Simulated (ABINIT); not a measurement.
# SiPbS3 (Pm-3m): zone-centre phonons, part 3 of 4

Which modes does SiPbS3 (Pm-3m) have at the zone centre?

ABINIT 10.8.3; DFT PBEsol, scalar-relativistic, plane waves, PseudoDojo norm-conserving pseudopotentials.

So far. Step 5 (Relaxing the cell and atoms): The volume changes by +1.1 % in this run and stands +14.0 % from the first cell. Step 7 (Zone-centre response): The acoustic modes at Γ come out as far as 2.1 cm⁻¹ from zero, where they should vanish, a small numerical error. The lowest optical mode is imaginary, 147i cm⁻¹, an instability at this level and on this k mesh. The relaxed cell has a = 4.586 Å (conventional setting).

The structure was built from a prototype and need not be the compound's stable phase.

**8. Modes with the sum rule**

anaddb reads the merged derivatives and imposes the acoustic sum rule.

Contents of anaddb.abi:

```
ddb_filepath "gamma_DDB"
output_file "anaddb.abo"
outdata_prefix "anaddb"
asr 1
chneut 1
enunit 2
eivec 1
nph1l 1
qph1l 0.0 0.0 0.0 1.0
```

Contents of mrgddb.in:

```
gamma_DDB
merged
2
dfpt_gammao_DDB
gso_DDB
```

Run with:

```console
$ mrgddb < mrgddb.in > mrgddb.log
$ OMP_NUM_THREADS=1 anaddb anaddb.abi > anaddb.log
```

anaddb.abo, the main output file:

```text
-outvars_anaddb: echo values of input variables ----------------------

 Miscellaneous information :
      enunit         2
       eivec         1
         asr         1
 First list of wavevector (reduced coord.) :
       nph1l         1
       qph1l
                     0.00000000E+00  0.00000000E+00  0.00000000E+00    1.000E+00

================================================================================

 read the DDB information and perform some checks

  ==== Info on the Cryst% object ====
 Real(R)+Recip(G) space primitive vectors, cartesian coordinates (Bohr,Bohr^-1):
 R(1)=  8.6669169  0.0000000  0.0000000  G(1)=  0.1153813  0.0000000  0.0000000
 R(2)=  0.0000000  8.6669169  0.0000000  G(2)=  0.0000000  0.1153813  0.0000000
 R(3)=  0.0000000  0.0000000  8.6669169  G(3)=  0.0000000  0.0000000  0.1153813
 Unit cell volume ucvol=  6.5101935E+02 bohr^3
 Angles (23,13,12)=  9.00000000E+01  9.00000000E+01  9.00000000E+01 degrees
 Time-reversal symmetry is present
 Reduced atomic positions [iatom, xred, symbol]:
    1)    0.0000000  0.0000000  0.0000000  Pb
    2)    0.5000000  0.5000000  0.5000000  Si
    3)    0.5000000  0.5000000  0.0000000   S
    4)    0.5000000  0.0000000  0.5000000   S
    5)    0.0000000  0.5000000  0.5000000   S

 DDB file with 3 blocks has been read.

================================================================================

 Treat the first list of vectors

  Phonon wavevector (reduced coordinates) :  0.00000  0.00000  0.00000
 Phonon energies in Hartree :
  -6.685436E-04 -6.685436E-04 -6.685436E-04 -4.685217E-04 -4.685217E-04
  -4.685217E-04 -1.481916E-04 -1.481916E-04 -1.481916E-04  1.483825E-08
   1.499150E-08  1.544211E-08  1.384706E-03  1.384706E-03  1.384706E-03
 Phonon energies in meV     :
- -1.819200E+01 -1.819200E+01 -1.819200E+01 -1.274913E+01 -1.274913E+01
- -1.274913E+01 -4.032500E+00 -4.032500E+00 -4.032500E+00  4.037693E-04
-  4.079396E-04  4.202012E-04  3.767976E+01  3.767976E+01  3.767976E+01
 Phonon frequencies in cm-1    :
- -1.467284E+02 -1.467284E+02 -1.467284E+02 -1.028286E+02 -1.028286E+02
- -1.028286E+02 -3.252430E+01 -3.252430E+01 -3.252430E+01  3.256619E-03
-  3.290255E-03  3.389151E-03  3.039078E+02  3.039078E+02  3.039078E+02
 Phonon frequencies in Thz     :
- -4.398805E+00 -4.398805E+00 -4.398805E+00 -3.082725E+00 -3.082725E+00
- -3.082725E+00 -9.750541E-01 -9.750541E-01 -9.750541E-01  9.763097E-05
-  9.863936E-05  1.016042E-04  9.110926E+00  9.110926E+00  9.110926E+00
 Phonon energies in Kelvin  :
- -2.111094E+02 -2.111094E+02 -2.111094E+02 -1.479475E+02 -1.479475E+02
- -1.479475E+02 -4.679522E+01 -4.679522E+01 -4.679522E+01  4.685548E-03
-  4.733943E-03  4.876232E-03  4.372555E+02  4.372555E+02  4.372555E+02

 Eigendisplacements
 (will be given, for each mode : in cartesian coordinates
   for each atom the real part of the displacement vector,
   then the imaginary part of the displacement vector - absolute values smaller than 1.0d-7 are set to zero)
  Mode number    1   Energy   -6.685436E-04
 Attention : low frequency mode.
   (Could be unstable or acoustic mode)
-  1  0.00000000E+00  0.00000000E+00  4.44137306E-04
-     0.00000000E+00  0.00000000E+00  0.00000000E+00
-  2  0.00000000E+00  0.00000000E+00  2.21521672E-03
-     0.00000000E+00  0.00000000E+00  0.00000000E+00
-  3  0.00000000E+00  0.00000000E+00 -7.16304355E-06
-     0.00000000E+00  0.00000000E+00  0.00000000E+00
-  4  0.00000000E+00  0.00000000E+00 -2.40157614E-03
-     0.00000000E+00  0.00000000E+00  0.00000000E+00
-  5  0.00000000E+00  0.00000000E+00 -2.40157614E-03
-     0.00000000E+00  0.00000000E+00  0.00000000E+00
  Mode number    2   Energy   -6.685436E-04
 Attention : low frequency mode.
   (Could be unstable or acoustic mode)
-  1  0.00000000E+00  4.44137306E-04  0.00000000E+00
-     0.00000000E+00  0.00000000E+00  0.00000000E+00
-  2  0.00000000E+00  2.21521672E-03  0.00000000E+00
-     0.00000000E+00  0.00000000E+00  0.00000000E+00
-  3  0.00000000E+00 -2.40157614E-03  0.00000000E+00
-     0.00000000E+00  0.00000000E+00  0.00000000E+00
-  4  0.00000000E+00 -7.16304355E-06  0.00000000E+00
-     0.00000000E+00  0.00000000E+00  0.00000000E+00
-  5  0.00000000E+00 -2.40157614E-03  0.00000000E+00
-     0.00000000E+00  0.00000000E+00  0.00000000E+00
  Mode number    3   Energy   -6.685436E-04
 Attention : low frequency mode.
   (Could be unstable or acoustic mode)
-  1  4.44137306E-04  0.00000000E+00  0.00000000E+00
-     0.00000000E+00  0.00000000E+00  0.00000000E+00
-  2  2.21521672E-03  0.00000000E+00  0.00000000E+00
-     0.00000000E+00  0.00000000E+00  0.00000000E+00
-  3 -2.40157614E-03  0.00000000E+00  0.00000000E+00
-     0.00000000E+00  0.00000000E+00  0.00000000E+00
-  4 -2.40157614E-03  0.00000000E+00  0.00000000E+00
-     0.00000000E+00  0.00000000E+00  0.00000000E+00
-  5 -7.16304355E-06  0.00000000E+00  0.00000000E+00
-     0.00000000E+00  0.00000000E+00  0.00000000E+00
  Mode number    4   Energy   -4.685217E-04
 Attention : low frequency mode.
   (Could be unstable or acoustic mode)
-  1  0.00000000E+00  0.00000000E+00  0.00000000E+00
-     0.00000000E+00  0.00000000E+00  0.00000000E+00
-  2  0.00000000E+00  0.00000000E+00  0.00000000E+00
-     0.00000000E+00  0.00000000E+00  0.00000000E+00
-  3  0.00000000E+00  0.00000000E+00  0.00000000E+00
-     0.00000000E+00  0.00000000E+00  0.00000000E+00
-  4  0.00000000E+00  0.00000000E+00 -2.92470830E-03
-     0.00000000E+00  0.00000000E+00  0.00000000E+00
-  5  0.00000000E+00  0.00000000E+00  2.92470830E-03
-     0.00000000E+00  0.00000000E+00  0.00000000E+00
  Mode number    5   Energy   -4.685217E-04
 Attention : low frequency mode.
   (Could be unstable or acoustic mode)
-  1  0.00000000E+00  0.00000000E+00  0.00000000E+00
-     0.00000000E+00  0.00000000E+00  0.00000000E+00
-  2  0.00000000E+00  0.00000000E+00  0.00000000E+00
-     0.00000000E+00  0.00000000E+00  0.00000000E+00
-  3  0.00000000E+00  2.92470830E-03  0.00000000E+00
-     0.00000000E+00  0.00000000E+00  0.00000000E+00
-  4  0.00000000E+00  0.00000000E+00  0.00000000E+00
-     0.00000000E+00  0.00000000E+00  0.00000000E+00
-  5  0.00000000E+00 -2.92470830E-03  0.00000000E+00
-     0.00000000E+00  0.00000000E+00  0.00000000E+00
  Mode number    6   Energy   -4.685217E-04
 Attention : low frequency mode.
   (Could be unstable or acoustic mode)
-  1  0.00000000E+00  0.00000000E+00  0.00000000E+00
-     0.00000000E+00  0.00000000E+00  0.00000000E+00
-  2  0.00000000E+00  0.00000000E+00  0.00000000E+00
-     0.00000000E+00  0.00000000E+00  0.00000000E+00
-  3  2.92470830E-03  0.00000000E+00  0.00000000E+00
-     0.00000000E+00  0.00000000E+00  0.00000000E+00
-  4 -2.92470830E-03  0.00000000E+00  0.00000000E+00
-     0.00000000E+00  0.00000000E+00  0.00000000E+00
-  5  0.00000000E+00  0.00000000E+00  0.00000000E+00
-     0.00000000E+00  0.00000000E+00  0.00000000E+00
  Mode number    7   Energy   -1.481916E-04
 Attention : low frequency mode.
   (Could be unstable or acoustic mode)
-  1  0.00000000E+00  0.00000000E+00  8.91051867E-04
-     0.00000000E+00  0.00000000E+00  0.00000000E+00
-  2  0.00000000E+00  0.00000000E+00 -3.03833475E-03
-     0.00000000E+00  0.00000000E+00  0.00000000E+00
-  3  0.00000000E+00  0.00000000E+00 -1.71263850E-03
-     0.00000000E+00  0.00000000E+00  0.00000000E+00
-  4  0.00000000E+00  0.00000000E+00 -6.92379186E-04
-     0.00000000E+00  0.00000000E+00  0.00000000E+00
-  5  0.00000000E+00  0.00000000E+00 -6.92379186E-04
-     0.00000000E+00  0.00000000E+00  0.00000000E+00
  Mode number    8   Energy   -1.481916E-04
 Attention : low frequency mode.
   (Could be unstable or acoustic mode)
-  1  0.00000000E+00 -8.91051867E-04  0.00000000E+00
-     0.00000000E+00  0.00000000E+00  0.00000000E+00
-  2  0.00000000E+00  3.03833475E-03  0.00000000E+00
-     0.00000000E+00  0.00000000E+00  0.00000000E+00
-  3  0.00000000E+00  6.92379186E-04  0.00000000E+00
-     0.00000000E+00  0.00000000E+00  0.00000000E+00
-  4  0.00000000E+00  1.71263850E-03  0.00000000E+00
-     0.00000000E+00  0.00000000E+00  0.00000000E+00
-  5  0.00000000E+00  6.92379186E-04  0.00000000E+00
-     0.00000000E+00  0.00000000E+00  0.00000000E+00
  Mode number    9   Energy   -1.481916E-04
 Attention : low frequency mode.
   (Could be unstable or acoustic mode)
-  1  8.91051867E-04  0.00000000E+00  0.00000000E+00
-     0.00000000E+00  0.00000000E+00  0.00000000E+00
-  2 -3.03833475E-03  0.00000000E+00  0.00000000E+00
-     0.00000000E+00  0.00000000E+00  0.00000000E+00
-  3 -6.92379186E-04  0.00000000E+00  0.00000000E+00
-     0.00000000E+00  0.00000000E+00  0.00000000E+00
-  4 -6.92379186E-04  0.00000000E+00  0.00000000E+00
-     0.00000000E+00  0.00000000E+00  0.00000000E+00
-  5 -1.71263850E-03  0.00000000E+00  0.00000000E+00
-     0.00000000E+00  0.00000000E+00  0.00000000E+00
  Mode number   10   Energy    1.483825E-08
 Attention : low frequency mode.
   (Could be unstable or acoustic mode)
-  1  0.00000000E+00  0.00000000E+00  1.28650476E-03
-     0.00000000E+00  0.00000000E+00  0.00000000E+00
-  2  0.00000000E+00  0.00000000E+00  1.28627373E-03
-     0.00000000E+00  0.00000000E+00  0.00000000E+00
-  3  0.00000000E+00  0.00000000E+00  1.28632155E-03
-     0.00000000E+00  0.00000000E+00  0.00000000E+00
-  4  0.00000000E+00  0.00000000E+00  1.28635447E-03
-     0.00000000E+00  0.00000000E+00  0.00000000E+00
-  5  0.00000000E+00  0.00000000E+00  1.28635447E-03
-     0.00000000E+00  0.00000000E+00  0.00000000E+00
  Mode number   11   Energy    1.499150E-08
 Attention : low frequency mode.
   (Could be unstable or acoustic mode)
-  1  0.00000000E+00  1.28650476E-03  0.00000000E+00
-     0.00000000E+00  0.00000000E+00  0.00000000E+00
-  2  0.00000000E+00  1.28627373E-03  0.00000000E+00
-     0.00000000E+00  0.00000000E+00  0.00000000E+00
-  3  0.00000000E+00  1.28635447E-03  0.00000000E+00
-     0.00000000E+00  0.00000000E+00  0.00000000E+00
-  4  0.00000000E+00  1.28632155E-03  0.00000000E+00
-     0.00000000E+00  0.00000000E+00  0.00000000E+00
-  5  0.00000000E+00  1.28635447E-03  0.00000000E+00
-     0.00000000E+00  0.00000000E+00  0.00000000E+00
  Mode number   12   Energy    1.544211E-08
 Attention : low frequency mode.
   (Could be unstable or acoustic mode)
-  1  1.28650476E-03  0.00000000E+00  0.00000000E+00
-     0.00000000E+00  0.00000000E+00  0.00000000E+00
-  2  1.28627373E-03  0.00000000E+00  0.00000000E+00
-     0.00000000E+00  0.00000000E+00  0.00000000E+00
-  3  1.28635447E-03  0.00000000E+00  0.00000000E+00
-     0.00000000E+00  0.00000000E+00  0.00000000E+00
-  4  1.28635447E-03  0.00000000E+00  0.00000000E+00
-     0.00000000E+00  0.00000000E+00  0.00000000E+00
-  5  1.28632155E-03  0.00000000E+00  0.00000000E+00
-     0.00000000E+00  0.00000000E+00  0.00000000E+00
  Mode number   13   Energy    1.384706E-03
-  1  0.00000000E+00  0.00000000E+00  3.55044393E-05
-     0.00000000E+00  0.00000000E+00  0.00000000E+00
-  2  0.00000000E+00  0.00000000E+00  1.93373537E-03
-     0.00000000E+00  0.00000000E+00  0.00000000E+00
-  3  0.00000000E+00  0.00000000E+00 -3.53836575E-03
-     0.00000000E+00  0.00000000E+00  0.00000000E+00
-  4  0.00000000E+00  0.00000000E+00  8.07622367E-04
-     0.00000000E+00  0.00000000E+00  0.00000000E+00
-  5  0.00000000E+00  0.00000000E+00  8.07622367E-04
-     0.00000000E+00  0.00000000E+00  0.00000000E+00
  Mode number   14   Energy    1.384706E-03
-  1  0.00000000E+00 -3.55044393E-05  0.00000000E+00
-     0.00000000E+00  0.00000000E+00  0.00000000E+00
-  2  0.00000000E+00 -1.93373536E-03  0.00000000E+00
-     0.00000000E+00  0.00000000E+00  0.00000000E+00
-  3  0.00000000E+00 -8.07622366E-04  0.00000000E+00
-     0.00000000E+00  0.00000000E+00  0.00000000E+00
-  4  0.00000000E+00  3.53836575E-03  0.00000000E+00
-     0.00000000E+00  0.00000000E+00  0.00000000E+00
-  5 -1.34913300E-07 -8.07622366E-04  0.00000000E+00
-     0.00000000E+00  0.00000000E+00  0.00000000E+00
  Mode number   15   Energy    1.384706E-03
-  1  3.55044393E-05  0.00000000E+00  0.00000000E+00
-     0.00000000E+00  0.00000000E+00  0.00000000E+00
-  2  1.93373536E-03  0.00000000E+00  0.00000000E+00
-     0.00000000E+00  0.00000000E+00  0.00000000E+00
-  3  8.07622366E-04  0.00000000E+00  0.00000000E+00
-     0.00000000E+00  0.00000000E+00  0.00000000E+00
-  4  8.07622366E-04 -1.34913300E-07  0.00000000E+00
-     0.00000000E+00  0.00000000E+00  0.00000000E+00
-  5 -3.53836575E-03  0.00000000E+00  0.00000000E+00
-     0.00000000E+00  0.00000000E+00  0.00000000E+00

 Analysis of degeneracies and characters (maximum tolerance=1.00E-06 a.u.)
 For each vibration mode, or group of modes if degenerate,
 the characters are given for each symmetry operation (see the list in the log file).
 Symmetry characters of vibration mode #   1
       degenerate with vibration modes #   2 to    3
  3.0 -3.0 -1.0  1.0 -1.0  1.0 -1.0  1.0  1.0 -1.0 -1.0  1.0  1.0 -1.0 -1.0  1.0
  0.0 -0.0  0.0 -0.0 -0.0  0.0 -0.0  0.0  1.0 -1.0 -1.0  1.0 -1.0  1.0  1.0 -1.0
  0.0 -0.0 -0.0  0.0 -0.0  0.0  0.0 -0.0  1.0 -1.0  1.0 -1.0 -1.0  1.0 -1.0  1.0
 Symmetry characters of vibration mode #   4
       degenerate with vibration modes #   5 to    6
  3.0 -3.0 -1.0  1.0 -1.0  1.0 -1.0  1.0 -1.0  1.0  1.0 -1.0 -1.0  1.0  1.0 -1.0
  0.0 -0.0  0.0 -0.0 -0.0  0.0 -0.0  0.0 -1.0  1.0  1.0 -1.0  1.0 -1.0 -1.0  1.0
  0.0 -0.0 -0.0  0.0 -0.0  0.0  0.0 -0.0 -1.0  1.0 -1.0  1.0  1.0 -1.0  1.0 -1.0
 Symmetry characters of vibration mode #   7
       degenerate with vibration modes #   8 to    9
  3.0 -3.0 -1.0  1.0 -1.0  1.0 -1.0  1.0  1.0 -1.0 -1.0  1.0  1.0 -1.0 -1.0  1.0
 -0.0  0.0 -0.0  0.0  0.0 -0.0 -0.0  0.0  1.0 -1.0 -1.0  1.0 -1.0  1.0  1.0 -1.0
 -0.0  0.0  0.0 -0.0 -0.0  0.0 -0.0  0.0  1.0 -1.0  1.0 -1.0 -1.0  1.0 -1.0  1.0
 Symmetry characters of vibration mode #  10
       degenerate with vibration modes #  11 to   12
  3.0 -3.0 -1.0  1.0 -1.0  1.0 -1.0  1.0  1.0 -1.0 -1.0  1.0  1.0 -1.0 -1.0  1.0
 -0.0  0.0  0.0 -0.0  0.0 -0.0 -0.0  0.0  1.0 -1.0 -1.0  1.0 -1.0  1.0  1.0 -1.0
 -0.0  0.0  0.0 -0.0 -0.0  0.0  0.0 -0.0  1.0 -1.0  1.0 -1.0 -1.0  1.0 -1.0  1.0
 Symmetry characters of vibration mode #  13
       degenerate with vibration modes #  14 to   15
  3.0 -3.0 -1.0  1.0 -1.0  1.0 -1.0  1.0  1.0 -1.0 -1.0  1.0  1.0 -1.0 -1.0  1.0
 -0.0  0.0 -0.0  0.0  0.0 -0.0  0.0 -0.0  1.0 -1.0 -1.0  1.0 -1.0  1.0  1.0 -1.0
 -0.0  0.0  0.0 -0.0  0.0 -0.0 -0.0  0.0  1.0 -1.0  1.0 -1.0 -1.0  1.0 -1.0  1.0
-
```

Run time: 0.51 s. Hardware: 1 thread of Arm Neoverse V1, shared host.

Numbers from this step:

```
lowest optical zone-centre mode : -146.7 cm⁻¹
```

No LO-TO term; unit eigenvectors of the mass-weighted matrix, from anaddb's displacements. The modes at Γ (shares of kinetic energy by element, %) (negative means imaginary):

```tsv
mode	frequency (cm⁻¹)	symmetry	Pb %	Si %	S %
1	-146.7	T1u	7	25	67
2	-146.7	T1u	7	25	67
3	-146.7	T1u	7	25	67
4	-102.8	T2u	0	0	100
5	-102.8	T2u	0	0	100
6	-102.8	T2u	0	0	100
7	-32.5	T1u	30	47	23
8	-32.5	T1u	30	47	23
9	-32.5	T1u	30	47	23
10	0.0	acoustic	63	8	29
11	0.0	acoustic	63	8	29
12	0.0	acoustic	63	8	29
13	303.9	T1u	0	19	81
14	303.9	T1u	0	19	81
15	303.9	T1u	0	19	81
```

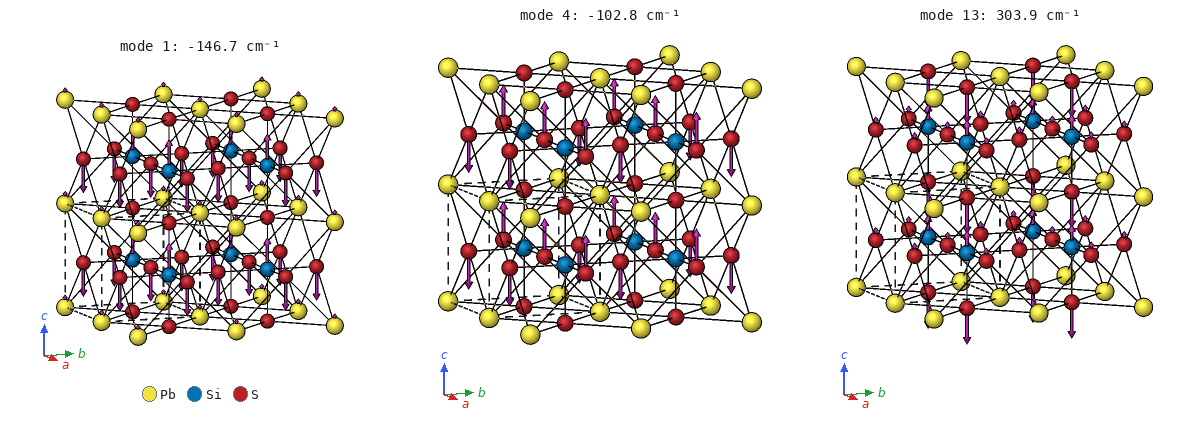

Displacement patterns of modes 1, 4 and 13 at Γ; arrows are exaggerated. 2×2×2 cells are drawn. Some periodic images of atoms are drawn too.

The rule moves no optical mode by more than 0.2 cm⁻¹.

[end of part 3 of 4]

[Host names and launcher messages were left out of these logs when they were recorded.]

[Logs are printed without paths, hosts, clocks, repeated set-up lines and the standing remarks that a program may print on its own settings, such as how far it seeks lower states.]

[Hosts, paths, dates, database ids (printed as entryN), source tags and the programs' standing remarks are cut or masked in the printed files.]
